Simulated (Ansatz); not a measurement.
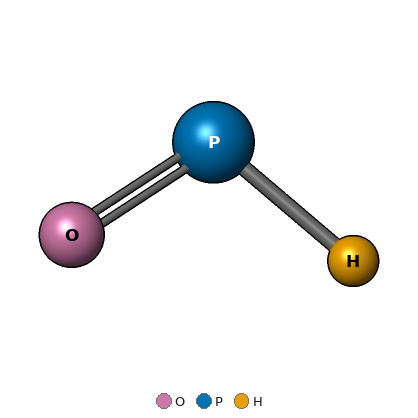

Sticks follow a distance rule. Harmonic vibrations computed with RKS PBE0-D4/def2-TZVP (Ansatz 0.2.0) at a stationary point of the same level.

> How many imaginary frequencies does it have?

A minimum: no imaginary frequency, and the lowest mode lies at 1004 cm⁻¹.

> List the wavenumbers.

3 modes: 1004, 1253, 2125 cm⁻¹.
